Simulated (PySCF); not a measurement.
## Geometry relaxation of GaBH4O (part 2 of 3)

Continued. System: GaBH4O, SMILES [BH2][GaH][OH]. Method: KT2/STO-3G, RKS (PySCF 2.14.0). The geometry: force field.

Geometry of the input (Å):
```
B  -1.7058  0.0234  0.1625
Ga 0.2711  -0.0633  0.8185
O  1.6929  -0.0757  -0.6578
H  -1.1929  -0.9729  -0.0791
H  -1.2066  1.0505  -0.2115
H  0.9843  0.0781  1.3950
H  1.2183  -0.1081  -1.4732
```

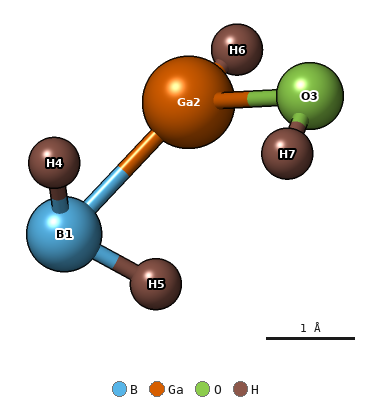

The starting structure (ball-and-stick view, seen at a tilt; atoms are numbered from 1 in the order of the input). Sticks mark near contacts.

### The program's output, continued
```
----------------------------------------------
cycle 10: E = -2013.29158151  dE = 0.00504657  norm(grad) = 0.0728668
Step    9 : Displace = 2.689e-01/4.242e-01 (rms/max) Trust = 3.000e-01 (=) Grad = 2.754e-02/4.318e-02 (rms/max) E (change) = -2013.2915815108 (+5.047e-03) Quality = -0.369
Failed inverse iteration - checking coordinate system
Internal coordinate system may have changed
-- Added: --
Out-of-Plane 1-2-4-5
-- Deleted: --
Angle 2-1-4
Refreshing coordinate system and resetting rotations
Updating Hessian using 1 steps from history
Hessian Eigenvalues: 2.24388e-02 2.30181e-02 2.68084e-02 ... 3.03990e-01 5.80777e-01 1.02116e+00

Geometry optimization cycle 11
Cartesian coordinates (Angstrom)
 Atom        New coordinates             dX        dY        dZ
   B  -1.135531   0.019138   0.109306    0.094550 -0.017939 -0.055399
  Ga   0.454837   0.008425   0.457071   -0.007561 -0.005416  0.008779
   O   1.747855  -0.100754  -0.520745   -0.131726  0.006327  0.025077
   H  -1.847978  -0.900783  -0.114116    0.136529 -0.018961 -0.025325
   H  -1.809871   0.956550  -0.120809    0.161054  0.015243 -0.043836
   H   1.221325   0.094474   1.630394   -0.030501  0.004075  0.049343
   H   1.451414  -0.143039  -1.491819   -0.225268  0.013721  0.041544
converged SCF energy = -2013.30840122429
--------------- DFRKS_Scanner gradients ---------------
         x                y                z
0 B    -0.0053084902     0.0029146632     0.0072553216
1 Ga     0.0207996756    -0.0006159584    -0.0023901197
2 O     0.0009242706    -0.0005213903     0.0118862947
3 H    -0.0084295822    -0.0013577847    -0.0066278919
4 H    -0.0061606808    -0.0016887300    -0.0037968920
5 H     0.0032216913     0.0006809269    -0.0061923035
6 H    -0.0049724796     0.0007818520    -0.0002067068
----------------------------------------------
cycle 11: E = -2013.30840122  dE = -0.0168197  norm(grad) = 0.0302831
Step   10 : Displace = 1.385e-01/2.308e-01 (rms/max) Trust = 1.344e-01 (-) Grad = 1.145e-02/2.095e-02 (rms/max) E (change) = -2013.3084012243 (-1.682e-02) Quality = 0.972
Hessian Eigenvalues: 2.24299e-02 2.30109e-02 2.68074e-02 ... 2.75751e-01 5.82881e-01 1.01696e+00

Geometry optimization cycle 12
Cartesian coordinates (Angstrom)
 Atom        New coordinates             dX        dY        dZ
   B  -1.101158   0.013032   0.073175    0.034373 -0.006106 -0.036131
  Ga   0.409593   0.002585   0.462867   -0.045244 -0.005839  0.005796
   O   1.711454  -0.095974  -0.561208   -0.036401  0.004780 -0.040462
   H  -1.781299  -0.917290  -0.061910    0.066679 -0.016506  0.052206
   H  -1.728028   0.979259  -0.113564    0.081842  0.022709  0.007245
   H   1.109062   0.084752   1.698776   -0.112263 -0.009722  0.068381
   H   1.456836  -0.146997  -1.542394    0.005422 -0.003958 -0.050575
converged SCF energy = -2013.31005004772
--------------- DFRKS_Scanner gradients ---------------
         x                y                z
0 B     0.0085573982    -0.0027214695    -0.0039527102
1 Ga    -0.0150987991     0.0006992682     0.0080570040
2 O    -0.0044769797    -0.0009395332    -0.0074386262
3 H     0.0048183893     0.0027249431     0.0012301309
4 H     0.0028257154    -0.0004413814     0.0019990755
5 H    -0.0005159840     0.0008823119     0.0026259564
6 H     0.0039207498     0.0000201229    -0.0025683863
----------------------------------------------
cycle 12: E = -2013.31005005  dE = -0.00164882  norm(grad) = 0.0232409
Step   11 : Displace = 7.737e-02/1.224e-01 (rms/max) Trust = 1.901e-01 (+) Grad = 8.784e-03/1.713e-02 (rms/max) E (change) = -2013.3100500477 (-1.649e-03) Quality = 0.423
Hessian Eigenvalues: 2.18493e-02 2.29144e-02 2.67501e-02 ... 3.31683e-01 5.82629e-01 1.01862e+00

Geometry optimization cycle 13
Cartesian coordinates (Angstrom)
 Atom        New coordinates             dX        dY        dZ
   B  -1.136598   0.023189   0.084515   -0.035440  0.010157  0.011340
  Ga   0.411484  -0.000593   0.404510    0.001891 -0.003178 -0.058357
   O   1.764592  -0.096612  -0.534957    0.053138 -0.000638  0.026250
   H  -1.824080  -0.917114  -0.014742   -0.042782  0.000176  0.047168
   H  -1.784852   0.981580  -0.094189   -0.056823  0.002321  0.019375
   H   1.105127   0.063732   1.635519   -0.003934 -0.021020 -0.063256
   H   1.538730  -0.146676  -1.522624    0.081894  0.000322  0.019770
converged SCF energy = -2013.31121285569
--------------- DFRKS_Scanner gradients ---------------
         x                y                z
0 B     0.0006246609    -0.0002353539     0.0040699271
1 Ga    -0.0034873013    -0.0009349668    -0.0045836206
2 O    -0.0002417647     0.0001168087     0.0025284368
3 H     0.0012274160     0.0000662172    -0.0009441200
4 H     0.0002603043     0.0006265479    -0.0004785502
5 H     0.0011068757     0.0004834165    -0.0002933046
6 H     0.0005475033     0.0000407321    -0.0002659155
----------------------------------------------
cycle 13: E = -2013.31121286  dE = -0.00116281  norm(grad) = 0.00790751
Step   12 : Displace = 6.281e-02/8.405e-02 (rms/max) Trust = 1.901e-01 (=) Grad = 2.989e-03/5.835e-03 (rms/max) E (change) = -2013.3112128557 (-1.163e-03) Quality = 0.814
Hessian Eigenvalues: 2.14760e-02 2.29133e-02 2.67145e-02 ... 3.74434e-01 5.82303e-01 1.01869e+00

Geometry optimization cycle 14
Cartesian coordinates (Angstrom)
 Atom        New coordinates             dX        dY        dZ
   B  -1.125701   0.021448   0.074671    0.010897 -0.001741 -0.009844
  Ga   0.428298   0.000968   0.428021    0.016814  0.001561  0.023511
   O   1.757550  -0.097766  -0.544761   -0.007042 -0.001154 -0.009804
   H  -1.823165  -0.916063  -0.021477    0.000915  0.001051 -0.006735
   H  -1.776799   0.975793  -0.116390    0.008052 -0.005787 -0.022202
   H   1.117655   0.057321   1.658934    0.012528 -0.006411  0.023415
   H   1.494081  -0.145712  -1.522976   -0.044649  0.000964 -0.000352
converged SCF energy = -2013.31129619048
--------------- DFRKS_Scanner gradients ---------------
         x                y                z
0 B    -0.0033094364     0.0005242327    -0.0017655749
1 Ga     0.0042458368     0.0000877838     0.0022284265
2 O     0.0007388145    -0.0001002059    -0.0011731555
3 H    -0.0010950213    -0.0005444180    -0.0003010834
4 H    -0.0006528239    -0.0000340419     0.0000877773
5 H     0.0004228523     0.0001999351     0.0007355329
6 H    -0.0002758643     0.0000790749     0.0001777887
----------------------------------------------
cycle 14: E = -2013.31129619  dE = -8.33348e-05  norm(grad) = 0.00649402
Step   13 : Displace = 2.546e-02/4.305e-02 (rms/max) Trust = 2.689e-01 (+) Grad = 2.455e-03/4.796e-03 (rms/max) E (change) = -2013.3112961905 (-8.333e-05) Quality = 0.386
Hessian Eigenvalues: 2.03415e-02 2.29148e-02 2.66052e-02 ... 3.82397e-01 5.82576e-01 1.02260e+00

Geometry optimization cycle 15
Cartesian coordinates (Angstrom)
 Atom        New coordinates             dX        dY        dZ
   B  -1.125587   0.020124   0.074851    0.000115 -0.001324  0.000180
  Ga   0.420658  -0.002255   0.418308   -0.007640 -0.003223 -0.009713
   O   1.758699  -0.100183  -0.542677    0.001149 -0.002416  0.002083
   H  -1.824546  -0.915460  -0.009117   -0.001381  0.000603  0.012360
   H  -1.773542   0.976392  -0.113479    0.003257  0.000598  0.002911
   H   1.105412   0.052708   1.652806   -0.012243 -0.004613 -0.006128
   H   1.507040  -0.146851  -1.524182    0.012959 -0.001139 -0.001206
converged SCF energy = -2013.31136750242
--------------- DFRKS_Scanner gradients ---------------
         x                y                z
0 B     0.0005414565     0.0000697840    -0.0001625699
1 Ga    -0.0001634010     0.0000686449    -0.0006084578
2 O    -0.0002775104    -0.0000151711     0.0003138374
3 H    -0.0002261470    -0.0002055311    -0.0000321513
4 H    -0.0000337419     0.0000249720     0.0001221023
5 H     0.0002870679     0.0001301175     0.0004392648
6 H    -0.0000583929     0.0001281943    -0.0000639709
----------------------------------------------
cycle 15: E = -2013.3113675  dE = -7.13119e-05  norm(grad) = 0.00115289
Step   14 : Displace = 9.949e-03/1.336e-02 (rms/max) Trust = 2.689e-01 (=) Grad = 4.358e-04/6.337e-04 (rms/max) E (change) = -2013.3113675024 (-7.131e-05) Quality = 0.996
Hessian Eigenvalues: 1.99401e-02 2.29334e-02 2.66083e-02 ... 3.86304e-01 5.82877e-01 1.01176e+00

Geometry optimization cycle 16
Cartesian coordinates (Angstrom)
 Atom        New coordinates             dX        dY        dZ
   B  -1.127427   0.020338   0.075428   -0.001840  0.000214  0.000576
  Ga   0.419490  -0.004708   0.417369   -0.001168 -0.002453 -0.000939
   O   1.759120  -0.103904  -0.543099    0.000421 -0.003721 -0.000422
   H  -1.825173  -0.915668  -0.006277   -0.000627 -0.000208  0.002840
   H  -1.775087   0.976366  -0.114650   -0.001545 -0.000026 -0.001171
   H   1.103633   0.047806   1.651898   -0.001779 -0.004902 -0.000908
   H   1.508270  -0.151156  -1.524787    0.001230 -0.004305 -0.000605
converged SCF energy = -2013.31136993714
--------------- DFRKS_Scanner gradients ---------------
         x                y                z
0 B    -0.0001232664    -0.0000830773     0.0000037793
1 Ga    -0.0002300004    -0.0000305258    -0.0003874628
2 O     0.0000849211     0.0000613973    -0.0000150047
3 H     0.0000810401     0.0000207185    -0.0000182749
4 H    -0.0000083584     0.0000583251     0.0000320648
5 H     0.0002325991     0.0000984831     0.0004312098
6 H     0.0000358279     0.0000729617    -0.0000383768
----------------------------------------------
cycle 16: E = -2013.31136994  dE = -2.43472e-06  norm(grad) = 0.00071199
Step   15 : Displace = 2.039e-03/2.822e-03 (rms/max) Trust = 3.000e-01 (+) Grad = 2.691e-04/4.997e-04 (rms/max) E (change) = -2013.3113699371 (-2.435e-06) Quality = 0.919
Hessian Eigenvalues: 1.38862e-02 2.30483e-02 2.67259e-02 ... 3.93413e-01 5.84336e-01 9.76303e-01

Geometry optimization cycle 17
Cartesian coordinates (Angstrom)
 Atom        New coordinates             dX        dY        dZ
   B  -1.129184   0.019477   0.075696   -0.001758 -0.000861  0.000269
  Ga   0.417898  -0.010047   0.416854   -0.001592 -0.005338 -0.000515
   O   1.757821  -0.112983  -0.543669   -0.001299 -0.009079 -0.000570
   H  -1.828109  -0.915878  -0.002459   -0.002937 -0.000210  0.003818
   H  -1.775780   0.975411  -0.117651   -0.000692 -0.000955 -0.003001
   H   1.101437   0.038416   1.650944   -0.002196 -0.009390 -0.000954
   H   1.506303  -0.160115  -1.525210   -0.001967 -0.008959 -0.000424
converged SCF energy = -2013.31137089062
--------------- DFRKS_Scanner gradients ---------------
         x                y                z
0 B    -0.0002633716    -0.0000767272     0.0001099718
1 Ga    -0.0001713678    -0.0000479533    -0.0001992701
2 O     0.0002585920     0.0001389899    -0.0001059048
3 H     0.0001410104     0.0001002464     0.0000105629
4 H    -0.0000143656     0.0000186849    -0.0000535862
5 H     0.0001109237     0.0000248456     0.0002581324
6 H     0.0000221223     0.0000354937    -0.0000152901
----------------------------------------------
cycle 17: E = -2013.31137089  dE = -9.53479e-07  norm(grad) = 0.000609207
Step   16 : Displace = 2.109e-03/3.315e-03 (rms/max) Trust = 3.000e-01 (=) Grad = 2.303e-04/3.121e-04 (rms/max) E (change) = -2013.3113708906 (-9.535e-07) Quality = 0.381
Hessian Eigenvalues: 5.06873e-03 2.29721e-02 2.50431e-02 ... 4.28804e-01 5.84502e-01 9.44236e-01

Geometry optimization cycle 18
Cartesian coordinates (Angstrom)
 Atom        New coordinates             dX        dY        dZ
   B  -1.134435   0.015718   0.076048   -0.005250 -0.003759  0.000352
  Ga   0.412588  -0.026923   0.416401   -0.005310 -0.016876 -0.000453
   O   1.751364  -0.143296  -0.545095   -0.006458 -0.030313 -0.001426
   H  -1.837839  -0.916895   0.004806   -0.009730 -0.001016  0.007265
   H  -1.776755   0.972750  -0.123890   -0.000976 -0.002661 -0.006238
   H   1.095582   0.012231   1.648784   -0.005854 -0.026185 -0.002160
   H   1.498121  -0.189125  -1.526241   -0.008182 -0.029011 -0.001030
converged SCF energy = -2013.31136927219
--------------- DFRKS_Scanner gradients ---------------
         x                y                z
0 B    -0.0003492464     0.0000005417     0.0001932643
1 Ga     0.0000193538    -0.0000615255     0.0003545341
2 O     0.0004116758     0.0002434155    -0.0002454810
3 H     0.0002095686     0.0001915393     0.0000720215
4 H    -0.0000055887    -0.0000835613    -0.0001758115
5 H    -0.0001797593    -0.0001024700    -0.0002448501
6 H     0.0000148512    -0.0000155205     0.0000376743
----------------------------------------------
cycle 18: E = -2013.31136927  dE = 1.61842e-06  norm(grad) = 0.00089807
Step   17 : Displace = 3.924e-03/5.961e-03 (rms/max) Trust = 3.000e-01 (=) Grad = 3.394e-04/5.376e-04 (rms/max) E (change) = -2013.3113692722 (+1.618e-06) Quality = -0.271
Hessian Eigenvalues: 2.48084e-03 2.30210e-02 2.52726e-02 ... 4.22765e-01 5.84254e-01 9.84204e-01

Geometry optimization cycle 19
Cartesian coordinates (Angstrom)
 Atom        New coordinates             dX        dY        dZ
   B  -1.140252   0.010897   0.076332   -0.005817 -0.004822  0.000283
  Ga   0.406455  -0.044131   0.416437   -0.006132 -0.017208  0.000037
   O   1.742928  -0.175433  -0.546086   -0.008436 -0.032137 -0.000991
   H  -1.848924  -0.918166   0.008156   -0.011085 -0.001271  0.003351
   H  -1.777298   0.970495  -0.126675   -0.000543 -0.002255 -0.002785
   H   1.089748  -0.011441   1.647137   -0.005834 -0.023671 -0.001646
   H   1.488547  -0.219786  -1.526941   -0.009574 -0.030660 -0.000700
converged SCF energy = -2013.31136772829
--------------- DFRKS_Scanner gradients ---------------
         x                y                z
0 B    -0.0002650330     0.0000755444     0.0001850245
1 Ga     0.0002164244    -0.0000241438     0.0007602635
2 O     0.0003315070     0.0002362745    -0.0002735622
3 H     0.0002060064     0.0001825771     0.0000798227
4 H     0.0000192828    -0.0001515615    -0.0001963939
5 H    -0.0003852644    -0.0001509724    -0.0006600043
6 H     0.0000331910    -0.0000298311     0.0000817683
----------------------------------------------
cycle 19: E = -2013.31136773  dE = 1.5439e-06  norm(grad) = 0.00131747
Step   18 : Displace = 1.946e-03/2.879e-03 (rms/max) Trust = 1.962e-03 (-) Grad = 4.980e-04/7.908e-04 (rms/max) E (change) = -2013.3113677283 (+1.544e-06) Quality = -0.247
Poor-quality step dominated by net translation/rotation detected; will project out net forces and torques past this point.
Hessian Eigenvalues: 1.42585e-03 2.18086e-02 2.32399e-02 ... 3.88584e-01 5.83894e-01 1.04405e+00

Geometry optimization cycle 20
Cartesian coordinates (Angstrom)
 Atom        New coordinates             dX        dY        dZ
   B  -1.140631   0.009934   0.076221   -0.000379 -0.000962 -0.000111
  Ga   0.405847  -0.045063   0.416796   -0.000609 -0.000932  0.000359
   O   1.741382  -0.177100  -0.545957   -0.001546 -0.001667  0.000129
   H  -1.850585  -0.918343   0.007156   -0.001661 -0.000177 -0.001000
   H  -1.776497   0.970585  -0.126087    0.000802  0.000090  0.000588
   H   1.089668  -0.011608   1.647648   -0.000080 -0.000167  0.000511
   H   1.486982  -0.221442  -1.526799   -0.001565 -0.001657  0.000142
converged SCF energy = -2013.3113695217
--------------- DFRKS_Scanner gradients ---------------
         x                y                z
0 B    -0.0000195586     0.0000899993     0.0001205093
1 Ga     0.0002251892     0.0000429068     0.0006037867
2 O     0.0001440812     0.0002054571    -0.0001388362
3 H     0.0001000791     0.0000671294     0.0000778794
4 H     0.0000230705    -0.0001131212    -0.0001587788
5 H    -0.0003348981    -0.0001436883    -0.0005866510
6 H     0.0000194355    -0.0000126007     0.0000570692
----------------------------------------------
cycle 20: E = -2013.31136952  dE = -1.79341e-06  norm(grad) = 0.00103065
Step   19 : Displace = 9.691e-04/1.361e-03 (rms/max) Trust = 9.730e-04 (-) Grad = 3.871e-04/7.025e-04 (rms/max) E (change) = -2013.3113695217 (-1.793e-06) Quality = 0.810
Hessian Eigenvalues: 1.84506e-03 2.23823e-02 2.52285e-02 ... 3.88155e-01 5.83580e-01 8.37817e-01

Geometry optimization cycle 21
Cartesian coordinates (Angstrom)
 Atom        New coordinates             dX        dY        dZ
   B  -1.140233   0.008901   0.075877    0.000398 -0.001034 -0.000344
  Ga   0.406024  -0.044859   0.417001    0.000177  0.000205  0.000205
   O   1.740802  -0.176106  -0.545744   -0.000580  0.000995  0.000213
   H  -1.851895  -0.918254   0.005634   -0.001310  0.000089 -0.001523
   H  -1.774635   0.970932  -0.125553    0.001862  0.000346  0.000534
   H   1.090614  -0.009942   1.648497    0.000946  0.001665  0.000849
   H   1.486621  -0.220807  -1.526643   -0.000361  0.000636  0.000156
converged SCF energy = -2013.31137110665
--------------- DFRKS_Scanner gradients ---------------
         x                y                z
0 B     0.0002586313     0.0000717093     0.0000530320
1 Ga     0.0001923688     0.0001554947     0.0002774904
2 O    -0.0000571463     0.0001707115     0.0000506109
3 H    -0.0000478834    -0.0000645473     0.0000771952
4 H     0.0000195917    -0.0000573916    -0.0001193284
5 H    -0.0002053278    -0.0001442142    -0.0003701749
6 H    -0.0000046710     0.0000065546     0.0000058416
```
